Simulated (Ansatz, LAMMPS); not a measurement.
# Amorphous 29Ga2O3-71GeO2 (mol %) (86 atoms): a single point

Wanted: forces, charges and levels of amorphous 29Ga2O3-71GeO2 (mol %) (86 atoms).

Program: Ansatz 0.2.0. Level of theory: Kohn-Sham DFT, PBE, PAW (set soft_2), plane waves. Results are calculated unless marked as measured.

## (1) Set-up

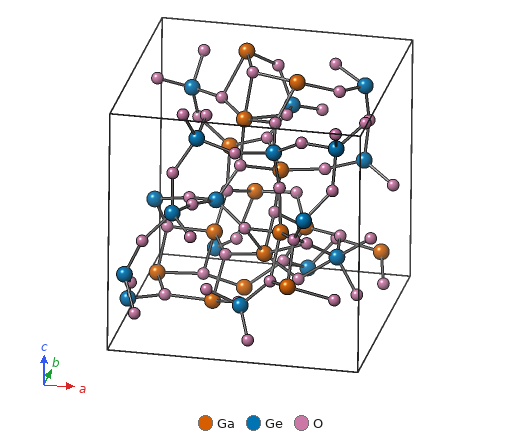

The cell as given, slightly off an axis (gallium orange, germanium blue, oxygen pink). Some periodic images of atoms are drawn too.

The cell holds 86 atoms: 14 Ga, 17 Ge and 55 O. Its edges and angles: a = 10.758 Å, b = 10.758 Å, c = 10.758 Å, α = 90.0°, β = 90.0°, γ = 90.0°. 86 atoms (14 Fe, 17 Ge, 55 O) placed at random at 3.93 g/cm³, melted at 5000 K for 10 ps at fixed volume with the Morse and Coulomb pair potential with partial charges (Pedone, Malavasi, Menziani, Cormack and Segre, J. Phys. Chem. B 110, 11780 (2006)). Quenched from 5000 K to 300 K at 100 K/ps and fixed volume, held 5 ps, then minimised at fixed cell. Then Fe was replaced by Ga and the cell scaled by 1.006 (the potential has no terms for the new elements, so the cell is a start for a DFT relaxation).

What the set-up can't give: The quench rate of 100 K/ps is many orders above laboratory rates, so the cell is likely richer in defects and strain than a real sample. The network of bonds at the start is that of the classical potential that made the cell, and needn't be the one that DFT or experiment would give. Only the Γ point is sampled, in a cell whose shortest periodic width is 11 Å.

## (2) The classical run that made the cell

A classical potential supplies the starting structure, since it reaches far longer times than DFT.

This step: classical MD, Morse and Coulomb pair potential with partial charges (Pedone, Malavasi, Menziani, Cormack and Segre, J. Phys. Chem. B 110, 11780 (2006)) (LAMMPS 22 Jul 2025 - Update 4).

Input file in.lmp:

```
# melt-quench of Fe14Ge17O55
units metal
atom_style charge
boundary p p p
region box block 0 10.6938 0 10.6938 0 10.6938
create_box 3 box
mass 1 55.8450   # Fe
mass 2 72.6300   # Ge
mass 3 15.9990   # O
create_atoms 1 random 14 207841 NULL overlap 1.5 maxtry 2000
create_atoms 2 random 17 207848 NULL overlap 1.5 maxtry 2000
create_atoms 3 random 55 207855 NULL overlap 1.5 maxtry 2000
pair_style hybrid/overlay pedone 5.5 coul/long 8.0
pair_coeff * * coul/long
pair_coeff 1 3 pedone 0.418981 1.620376 2.382183 2   # Fe-O
pair_coeff 2 3 pedone 0.158118 2.294230 2.261313 5   # Ge-O
pair_coeff 3 3 pedone 0.042395 1.379316 3.618701 22   # O-O
set type 1 charge 1.8
set type 2 charge 2.4
set type 3 charge -1.2
kspace_style pppm 1.0e-4
neigh_modify delay 0 every 1 check yes
thermo_style custom step time temp pe press density
thermo_modify norm yes
timestep 0.002
thermo 100
min_style cg
minimize 1e-4 1e-4 200 2000
reset_timestep 0
velocity all create 5000 207842 mom yes dist gaussian
fix lim all nve/limit 0.05
fix lan all langevin 5000 5000 0.2 207843 zero yes
thermo 500
run 1000 post no
# [... 10 lines left out ...]
thermo 1250
fix md all nvt temp 300 300 0.2
run 2500 post no
unfix md
thermo 100
min_style cg
minimize 0 1e-3 2000 20000
write_dump all custom glass.dump id type xs ys zs modify sort id
```

Started as:

```sh
$ lmp -in in.lmp -log none -nocite
```

Numbers of over 12 decimals in the logs are rounded to 6 here.

Output:

```text
LAMMPS (22 Jul 2025 - Update 4)
Created orthogonal box = (0 0 0) to (10.6938 10.6938 10.6938)
Created 14 atoms
Created 17 atoms
Created 55 atoms
PPPM initialization ...
  G vector (1/distance) = 0.38418103
  grid = 12 12 12
  estimated relative force accuracy = 5.4189305e-05
   Step          Time           Temp          PotEng         Press         Density
         0   0              0             -1.3495158      670904.34      3.933002
        96   0.192          0             -14.93874      -47965.146      3.933002
Loop time of 0.0526253 s on 1 MPI rank(s) for 96 steps with 86 atoms
Minimization stats:
  Stopping criterion = energy tolerance
  Energy initial, next-to-last, final =
     -1.34951577761751  -14.9376478747814  -14.9387396205728
  Force two-norm initial, final = 295.58315 1.6642801
  Iterations, force evaluations = 96 125
   Step          Time           Temp          PotEng         Press         Density
[... 12 lines left out ...]
[... 1 line left out ...]
Loop time of 1.82217 s on 1 MPI rank(s) for 5000 steps with 86 atoms
   Step          Time           Temp          PotEng         Press         Density
[... 12 lines left out ...]
Loop time of 8.1677 s on 1 MPI rank(s) for 23500 steps with 86 atoms
   Step          Time           Temp          PotEng         Press         Density
[... 2 lines left out ...]
     31250   62.5           342.14125     -15.075061     -52285          3.933002
     32000   64             315.84532     -15.078752     -57512.79       3.933002
Loop time of 0.789453 s on 1 MPI rank(s) for 2500 steps with 86 atoms
   Step          Time           Temp          PotEng         Press         Density
     32000   64             315.84532     -15.078752     -57512.79       3.933002
     32011   64.022         315.84532     -15.115326     -55131.352      3.933002
Loop time of 0.0220896 s on 1 MPI rank(s) for 11 steps with 86 atoms
Minimization stats:
  Stopping criterion = linesearch alpha is zero
  Energy initial, next-to-last, final =
     -15.0787518950567  -15.1153260278189  -15.1153260278189
  Force two-norm initial, final = 12.14241 0.80350325
  Iterations, force evaluations = 11 57
```

It took 11 s on 1 thread of Arm Neoverse V2, shared host; peak memory 0.072 GiB.

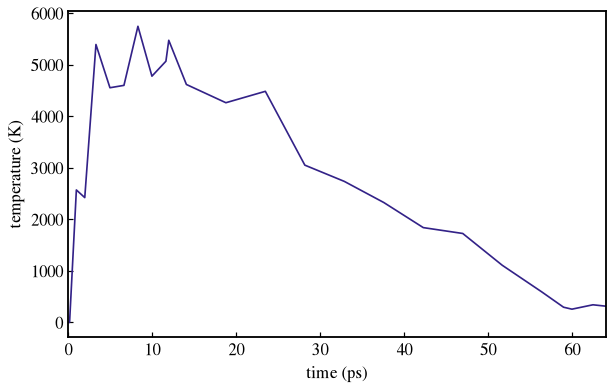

Temperature against time.

## (3) Plane-wave single point

The electrons are solved once, with the atoms held.

Input file input.yaml:

```yaml
crystal:
  lattice:
    - [10.75796, 0.0, 0.0]
    - [0.0, 10.75796, 0.0]
    - [0.0, 0.0, 10.75796]
  atoms:
    - { symbol: Ga, position: [0.6345, 0.54489, 0.97146] }
    - { symbol: Ga, position: [0.30862, 0.84131, 0.55117] }
    - { symbol: Ga, position: [0.62842, 0.28034, 0.4437] }
    - { symbol: Ga, position: [0.32419, 0.45639, 0.0544] }
    - { symbol: Ga, position: [0.28178, 0.68774, 0.24669] }
    - { symbol: Ga, position: [0.55337, 0.63675, 0.55524] }
    - { symbol: Ga, position: [0.06543, 0.63704, 0.07573] }
    - { symbol: Ga, position: [0.427, 0.536, 0.79976] }
    - { symbol: Ga, position: [0.38802, 0.9529, 0.32077] }
    - { symbol: Ga, position: [0.39164, 0.74315, 0.99996] }
    - { symbol: Ga, position: [0.52467, 0.47825, 0.26315] }
    - { symbol: Ga, position: [0.71003, 0.02659, 0.32408] }
    - { symbol: Ga, position: [0.89778, 0.93212, 0.12121] }
    - { symbol: Ga, position: [0.63112, 0.75135, 0.27495] }
    - { symbol: Ge, position: [0.06261, 0.58774, 0.40559] }
    - { symbol: Ge, position: [0.77308, 0.02046, 0.61215] }
    - { symbol: Ge, position: [0.49204, 0.17631, 0.16393] }
    - { symbol: Ge, position: [0.30467, 0.21, 0.83891] }
    - { symbol: Ge, position: [0.87208, 0.15597, 0.8713] }
    - { symbol: Ge, position: [0.17088, 0.76297, 0.81733] }
    - { symbol: Ge, position: [0.22444, 0.98464, 0.05195] }
    - { symbol: Ge, position: [0.33824, 0.43554, 0.49016] }
    - { symbol: Ge, position: [0.8635, 0.74756, 0.58087] }
    - { symbol: Ge, position: [0.8666, 0.73635, 0.90179] }
    - { symbol: Ge, position: [0.2239, 0.14145, 0.54311] }
    - { symbol: Ge, position: [0.59763, 0.2797, 0.77815] }
    - { symbol: Ge, position: [0.61184, 0.90288, 0.03775] }
    - { symbol: Ge, position: [0.55771, 0.82883, 0.75298] }
    - { symbol: Ge, position: [0.80771, 0.50891, 0.26273] }
    - { symbol: Ge, position: [0.00775, 0.35399, 0.07477] }
    - { symbol: Ge, position: [0.04232, 0.11176, 0.27866] }
    - { symbol: O, position: [0.87656, 0.77388, 0.74176] }
    - { symbol: O, position: [0.70631, 0.41328, 0.34983] }
    - { symbol: O, position: [0.32217, 0.01817, 0.50204] }
    - { symbol: O, position: [0.19203, 0.88454, 0.92718] }
    - { symbol: O, position: [0.61762, 0.30338, 0.62164] }
    - { symbol: O, position: [0.30721, 0.67663, 0.82337] }
    - { symbol: O, position: [0.49254, 0.86824, 0.89891] }
    - { symbol: O, position: [0.60959, 0.17806, 0.27663] }
    - { symbol: O, position: [0.93996, 0.77514, 0.05395] }
    - { symbol: O, position: [0.36957, 0.11283, 0.24621] }
    - { symbol: O, position: [0.1099, 0.11774, 0.42417] }
    - { symbol: O, position: [0.79283, 0.59822, 0.92563] }
    - { symbol: O, position: [0.46521, 0.79771, 0.61768] }
    - { symbol: O, position: [0.13435, 0.45288, 0.06349] }
    - { symbol: O, position: [0.30777, 0.37167, 0.87215] }
    - { symbol: O, position: [0.72305, 0.9134, 0.16925] }
    - { symbol: O, position: [0.54086, 0.77136, 0.11523] }
    - { symbol: O, position: [0.03989, 0.2455, 0.19001] }
    - { symbol: O, position: [0.54875, 0.05212, 0.07218] }
    - { symbol: O, position: [0.89314, 0.04949, 0.27587] }
    - { symbol: O, position: [0.7274, 0.83614, 0.93954] }
    - { symbol: O, position: [0.53106, 0.63666, 0.37542] }
    - { symbol: O, position: [0.96358, 0.27323, 0.9411] }
    - { symbol: O, position: [0.72158, 0.21498, 0.85801] }
    - { symbol: O, position: [0.46477, 0.38174, 0.40404] }
    - { symbol: O, position: [0.56936, 0.66874, 0.77827] }
    - { symbol: O, position: [0.87187, 0.09167, 0.71904] }
    - { symbol: O, position: [0.41639, 0.51827, 0.60997] }
    - { symbol: O, position: [0.2719, 0.29362, 0.52317] }
    - { symbol: O, position: [0.71628, 0.10929, 0.48997] }
    - { symbol: O, position: [0.26669, 0.12182, 0.97232] }
    - { symbol: O, position: [0.94602, 0.48844, 0.36339] }
    - { symbol: O, position: [0.89901, 0.45891, 0.13176] }
    - { symbol: O, position: [0.35763, 0.53175, 0.22244] }
    - { symbol: O, position: [0.65182, 0.52304, 0.14948] }
    - { symbol: O, position: [0.57365, 0.423, 0.8437] }
    - { symbol: O, position: [0.46038, 0.19537, 0.7974] }
    - { symbol: O, position: [0.72224, 0.67562, 0.56009] }
    - { symbol: O, position: [0.99339, 0.68132, 0.51516] }
    - { symbol: O, position: [0.78695, 0.66999, 0.28505] }
    - { symbol: O, position: [0.10507, 0.00437, 0.1633] }
    - { symbol: O, position: [0.24096, 0.6797, 0.06952] }
    - { symbol: O, position: [0.21188, 0.53226, 0.449] }
    - { symbol: O, position: [0.45144, 0.57105, 0.98645] }
    - { symbol: O, position: [0.30692, 0.79918, 0.37893] }
    - { symbol: O, position: [0.09874, 0.66007, 0.26427] }
    - { symbol: O, position: [0.18528, 0.82397, 0.67047] }
    - { symbol: O, position: [0.56121, 0.91202, 0.34871] }
    - { symbol: O, position: [0.32772, 0.89343, 0.13907] }
    - { symbol: O, position: [0.89248, 0.04062, 0.98099] }
    - { symbol: O, position: [0.45419, 0.32265, 0.11444] }
    - { symbol: O, position: [0.22234, 0.15054, 0.70905] }
    - { symbol: O, position: [0.65422, 0.94478, 0.6948] }
    - { symbol: O, position: [0.04985, 0.67687, 0.88009] }
    - { symbol: O, position: [0.83707, 0.89893, 0.52535] }
kpoints:
  mp_grid: { grid: [1, 1, 1] }
hamiltonian:
  xc: pbe
scf:
  occupations: { method: fixed }
output:
  forces: true
  stress: true
  populations: true
  dos:
    method: { smearing: { sigma: 0.08 } }
    de: 0.1
    projected: { site_lists: { Ga: [Ga], Ge: [Ge], O: [O] } }
  eigenvalues: true
  write_density: true
  write_potential: true
  volumetric_format: npy
```

Started as:

```sh
$ ansatz run input.yaml --threads 8 --pin off --max-ram 15872MiB --backend cpu --events-out ev --progress --plain --runs-dir out
```

Output:

```text
Engine: ansatz 0.2.0, aarch64-unknown-linux-gnu
Pseudopotentials: kind: paw
Pseudopotential: Ga, paw, valence charge 13, recommended cutoff 420 eV (normal), Ga.paw.azcp
Pseudopotential: Ge, paw, valence charge 14, recommended cutoff 420 eV (normal), Ge.paw.azcp
Pseudopotential: O, paw, valence charge 6, recommended cutoff 420 eV (normal), O.paw.azcp
[... 5 lines on functional and potentials left out ...]
Crystal: 86 atoms, lattice volume = 1245.059 Å³
Basis set: ecut = 420 eV, 24303 PW (Γ), exchange–correlation on 144×144×144 points (8 copies of the dense FFT grid, shifted against one another)
Bands: 461, of which v1, the nominal top of the filled ones, is band 375 counted from 1 (374 counted from 0)
Symmetry: 1 space group operations
Space group: P1 (ITA 1), of the structure as read, at distance tolerance 1.1e-4 Å
k-points: 1
[... 7 lines on functional and potentials left out ...]
Initial density: superposition of atomic densities (neutral atoms: chi_scale 0, normalization atom), corrected by the library's trained network
Initial wavefunctions: pseudopotential atomic-orbital guess
Functional: x = pbe(κ = 0.804, μ = 0.219515), c = pbe(β = 0.066725)
SCF iter   1: F=—  HF=-157175.757115 eV  |F-HF|=—  |Δ(HF+E_count)|=         —  Δρ=2.89e-3  dr2=1.08e-1  ethr=1.77e-3  ⟨swp⟩=5.0  Hψ=1531  notcnv=0  defer=84
preconditioner: auto → Resta (q_TF=auto, 2.507 Å⁻¹)  ε∞=3.3  [insulator: Δε(μ)=1.100 eV  Ē_g=19.053 eV  n_scr=340 (ndim 8)  ℏωp=28.8 eV  f_vac=0.222  ε∞_Penn≈3.3]
SCF iter   2: F=—  HF=-157175.754821 eV  |F-HF|=—  |Δ(HF+E_count)|=   2.29e-3  Δρ=1.53e-3  dr2=2.15e-2  ethr=1.45e-5  ⟨swp⟩=2.0  Hψ=823  notcnv=0  defer=84
SCF iter   3: F=—  HF=-157175.756458 eV  |F-HF|=—  |Δ(HF+E_count)|=   1.64e-3  Δρ=6.78e-4  dr2=6.74e-3  ethr=2.87e-6  ⟨swp⟩=2.0  Hψ=659  notcnv=0  defer=84
SCF iter   4: F=—  HF=-157175.756239 eV  |F-HF|=—  |Δ(HF+E_count)|=   2.19e-4  Δρ=1.97e-4  dr2=5.48e-4  ethr=8.98e-7  ⟨swp⟩=2.0  Hψ=629  notcnv=0  defer=84
SCF iter   5: F=—  HF=-157175.756364 eV  |F-HF|=—  |Δ(HF+E_count)|=   1.24e-4  Δρ=1.27e-4  dr2=1.98e-4  ethr=7.31e-8  ⟨swp⟩=2.0  Hψ=650  notcnv=0  defer=79
SCF iter   6: F=—  HF=-157175.756348 eV  |F-HF|=—  |Δ(HF+E_count)|=   1.58e-5  Δρ=3.68e-5  dr2=1.80e-5  ethr=2.64e-8  ⟨swp⟩=2.0  Hψ=650  notcnv=0  defer=77
SCF iter   7: F=—  HF=-157175.757902 eV  |F-HF|=—  |Δ(HF+E_count)|=   1.55e-3  Δρ=1.85e-5  dr2=4.53e-6  ethr=2.40e-9  ⟨swp⟩=2.0  Hψ=836  notcnv=0  defer=77
SCF iter   8: F=—  HF=-157175.757903 eV  |F-HF|=—  |Δ(HF+E_count)|=   1.08e-6  Δρ=7.65e-6  dr2=8.24e-7  ethr=6.04e-10  ⟨swp⟩=2.0  Hψ=671  notcnv=0  defer=77
SCF iter   9: F=—  HF=-157175.757903 eV  |F-HF|=—  |Δ(HF+E_count)|=   8.12e-8  Δρ=3.22e-6  dr2=1.49e-7  ethr=1.10e-10  ⟨swp⟩=2.0  Hψ=734  notcnv=0  defer=77
SCF iter  10: F=-157175.757903 eV  HF=-157175.757903 eV  |F-HF|=3.93e-8  |Δ(HF+E_count)|=   3.70e-8  Δρ=1.46e-6  dr2=3.22e-8  ethr=1.33e-11  ⟨swp⟩=16.0  Hψ=3546  notcnv=0
SCF 1 converged in 10 iterations: F = -157175.757903 eV  dr2 = 3.22e-8
  greatest PAW one-centre occupation: 0.999 electrons in one spin orbital (limit 2), on the Ge atom at site 26 (counted from 0), in its partial waves of l = 2
WARN: The input density's exchange-correlation potential varies sharply where the density is thin. Do not read a vacuum level from v_tot or v_xc, or from such a field of the output density. On a cell that repeats whose density bears no net charge and no dipole along the vacuum's axis use v_es (v_loc + v_h of the components); [...]
SCF converged after 10 iterations
Free energy (F): -157175.757903 eV
Harris-Foulkes:  -157175.757903 eV  (|F-HF|=3.93e-8)
Internal energy: -157175.757903 eV  (E = F + TS)
E sigma→0 (E₀):  -157175.757903 eV
Fermi energy:    4.384723 eV
--- Per-component energies (eV) ---
  E_band       = -5795.806327
  E_kinetic    = 13112.229658
  E_local      = -117522.765784  (includes V_loc(G=0)·N_el)
  E_nonlocal   = 15951.011400
  E_hartree    = 51564.731096
  E_xc         = -6222.460569
  E_vxc        = -6984.789648  (∫ρ·V_xc dr)
  E_paw        = -71143.105582  (= ΣΔE_a)
  E_vpaw       = -13481.080596  (= ΣTr[D̂ρ^β])
  E_aug_tail   = 0.139081  (compensation charges beyond the density's cutoff)
  E_ewald      = -42915.537202
  E_smearing   = -0.000000  (= −TS)
  E_closure    = -0.000000  (closes the sum)
  Σ components = -157175.757903   (vs F -157175.757903, Δ=0.00e0)
--- Forces (eV/Å), atoms counted from 1 ---
  atom   1  Ga     0.87063093    -0.03797023     0.23912952
  atom   2  Ga    -0.21514462     0.35675591     1.08663984
  atom   3  Ga     0.22243835     0.37472046     0.52363346
  atom   4  Ga     0.11033268    -0.85300512     0.18795457
  atom   5  Ga    -0.96002060    -0.42345709    -0.09367765
  atom   6  Ga     0.58799130     0.88748703    -0.39532532
  atom   7  Ga     0.67376260     0.31172709    -0.19923416
  atom   8  Ga    -0.10652821     0.29472196    -0.12772303
  atom   9  Ga     0.56441716     0.84162005    -1.07685594
  atom  10  Ga    -0.00280167     0.45465196    -0.52651535
  atom  11  Ga     0.26921526     0.46063744     0.47921323
  atom  12  Ga    -1.34397009     0.30786045    -0.42545434
  atom  13  Ga    -0.63029643     1.23247966    -0.97406276
  atom  14  Ga    -0.20564514    -0.22820656     0.33389686
[...]
atom  85  O     -1.35354723    -1.33615098     0.88171482
  atom  86  O      0.92689978     0.59291665    -1.25685889
  max |Σ_I F_I| component: 1.33e-5 eV/Å
--- Stress (GPa, compression-positive) ---
       -1.550599       0.333822      -0.504693
        0.333822      -0.765396      -1.021285
       -0.504693      -1.021285      -4.102962
  P = ⅓ Tr σ = -2.1397 GPa (-21.397 kbar)
--- Band table (eV) ---
  k-point 0: bands = ["-20.5896", "-20.5280", "-20.5031", "-20.4812", [... 445 levels ...], "13.5802", "13.6399", "13.7180", "13.7409", "13.7834", "13.8070", "13.8937", "13.9762", "14.0080", "14.0408", "14.0976", "14.1653"]
--- Löwdin populations: 86 sites ---
  site symbol       q [e]
     0     Ga     11.9188
     1     Ga     11.9036
     2     Ga     11.9227
[...]
85      O      6.7427
  spilling = 0.004302 (of n_electrons = 750.000000)
```

The job ended after 14 s (8 threads of Arm Neoverse V2, shared host; peak memory 1.8 GiB).

The column dr2 measures how far the density is from self-consistency, as an energy; F and HF (Harris–Foulkes) agree once it is small.

The program notes that the exchange-correlation potential is rough where the density is thin.

Numbers from this run:

| Quantity | Value |
| --- | --- |
| free energy | -157175.7579 eV |
| free energy per atom | -1827.6251 eV/atom |
| SCF cycles | 10 |
| pressure | -2.14 GPa |
| r.m.s. force component | 0.8624 eV/Å |
| longest force | 3.349 eV/Å |
| Fermi energy | 4.385 eV |
| gap (highest filled to lowest empty level) | 1.028 eV |
| spilling of the projection | 0.004302 |

Neighbours are counted within 2.27 Å (O-Ge), 2.50 Å (O-Ga).

Length of the force by element and coordination:

```tsv
element	coordination	atoms	mean length of the force (eV/Å)	spread	least	most
Ga	all	14	0.958	0.379	0.338	1.69
Ga	4	3	1.04	0.107	0.904	1.16
Ga	5	8	1.07	0.412	0.454	1.69
Ga	6	3	0.584	0.174	0.338	0.717
Ge	all	17	1.17	0.403	0.67	1.77
Ge	4	14	1.24	0.398	0.676	1.77
Ge	5	3	0.865	0.261	0.67	1.23
O	all	55	1.52	0.664	0.284	3.35
O	2	26	1.32	0.517	0.373	2.33
O	3	27	1.69	0.715	0.284	3.35
O	4	2	1.76	0.870	0.890	2.63
```

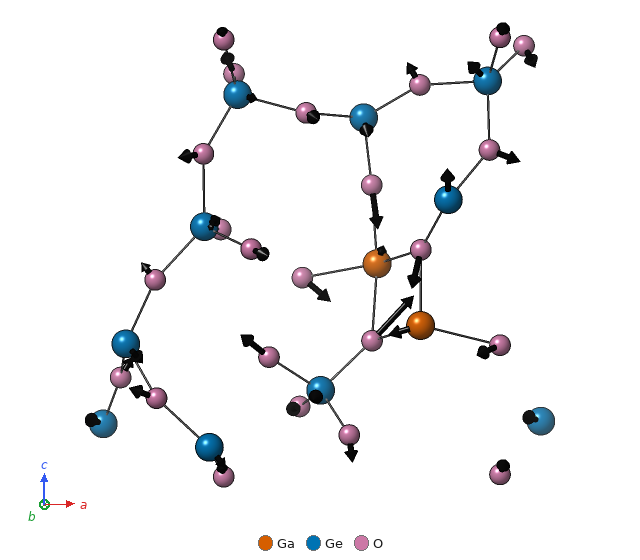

Forces as arrows; the longest in the cell is 3.35 eV/Å. Drawn is a slice 4 Å thick, seen along the normal of the ac plane. Bonds to atoms that aren't drawn are left out.

Löwdin charges by element and coordination (they lack the spilled electrons, 0.038 e an atom on average):

```tsv
element	coordination	atoms	mean charge (e)	spread	least	most
Ga	all	14	1.05	0.0277	0.998	1.10
Ga	4	3	1.07	0.0205	1.05	1.10
Ga	5	8	1.05	0.018	1.01	1.08
Ga	6	3	1.01	0.0113	0.998	1.03
Ge	all	17	1.61	0.0258	1.56	1.65
Ge	4	14	1.62	0.0171	1.59	1.65
Ge	5	3	1.57	0.0059	1.56	1.57
O	all	55	-0.705	0.0422	-0.767	-0.611
O	2	26	-0.744	0.0169	-0.767	-0.707
O	3	27	-0.674	0.0221	-0.717	-0.632
O	4	2	-0.627	0.0158	-0.642	-0.611
```

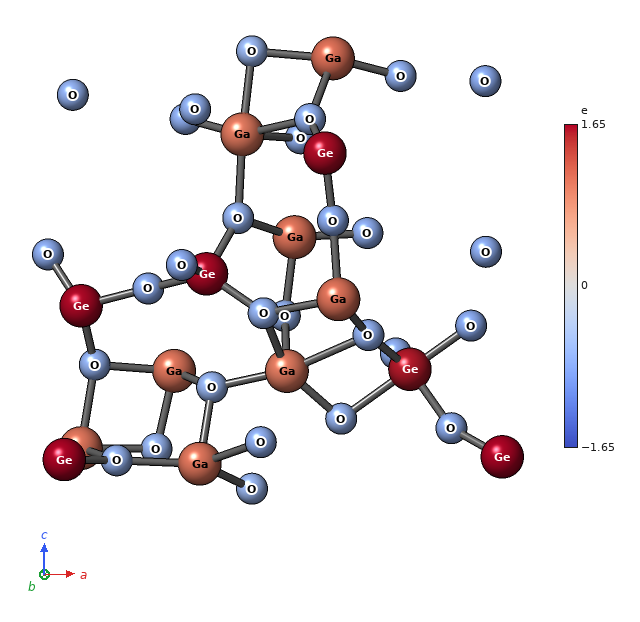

Atoms coloured by Löwdin charge. Drawn is a slice 5 Å thick, seen along the normal of the ac plane. Bonds to atoms that aren't drawn are left out.

States in the cell by windows of 1 eV, zero at the Fermi level; the larger projections on atomic orbitals stand beside the total:

```tsv
from (eV)	to (eV)	total	O p	Ge p	O s	Ga d
-18	-17	40.2	0.2	4.5	30.2	1.4
-17	-16	28.1	0.1	2.7	21.5	1.4
-16	-15	0.0	0.0	0.0	0.0	0.0
-15	-14	19.6	0.3	0.0	0.1	19.2
-14	-13	113.3	1.4	0.3	2.1	109.0
-13	-12	7.0	0.1	0.0	0.5	6.2
-12	-11	0.0	0.0	0.0	0.0	0.0
-11	-10	0.6	0.4	0.0	0.0	0.0
-10	-9	7.1	4.0	0.2	0.4	0.1
-9	-8	8.4	4.8	0.3	0.5	0.1
-8	-7	14.6	8.7	0.9	0.8	0.1
-7	-6	20.6	13.1	1.6	0.7	0.1
-6	-5	28.9	20.4	3.9	0.7	0.2
-5	-4	31.2	23.3	3.3	0.8	0.2
-4	-3	41.6	33.4	2.7	1.3	0.3
-3	-2	57.7	51.4	1.8	1.2	0.3
-2	-1	68.3	64.8	0.9	0.5	0.3
-1	0	48.8	47.0	0.4	0.3	0.1
0	1	2.6	2.2	0.0	0.1	0.0
1	2	1.6	0.2	0.0	0.4	0.0
2	3	4.4	1.1	0.4	0.6	0.0
3	4	12.8	3.2	1.0	1.7	0.0
4	5	18.6	5.0	1.6	1.9	0.0
```

The curve was stored every 0.100 eV, coarse against its broadening of 0.08 eV, so these counts are rough.

With fixed occupations the program's Fermi level is the highest filled level; weight inside the gap is the broadening of levels at its edges.

Between -25 and -18 eV lie 212 more states.

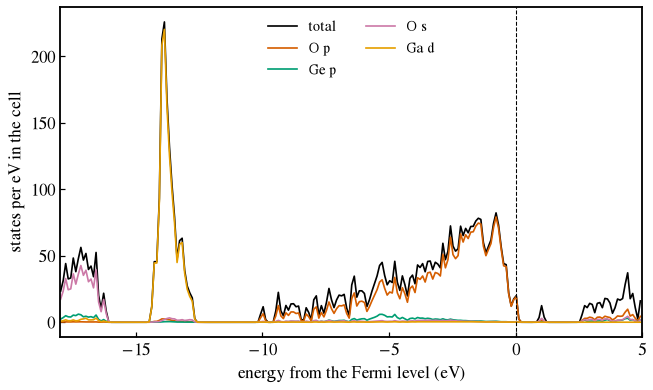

Total and projected density of states, with the broadening of the input.

The levels nearest the highest filled one (over half full), pooled over k-points and spins:

```tsv
level less the highest filled one (eV)	occupation
-0.405	2
-0.366	2
-0.337	2
-0.213	2
-0.0314	2
0	2
1.03	0
2.70	0
2.88	0
3.02	0
3.22	0
3.35	0
```

[end of part 1 of 2]

[Logs are printed without paths, hosts, clocks, repeated set-up lines and the standing remarks that a program may print on its own settings, such as how far it seeks lower states.]

[Hosts, paths, dates, database ids (printed as entryN), source tags and the programs' standing remarks are cut or masked in the printed files.]
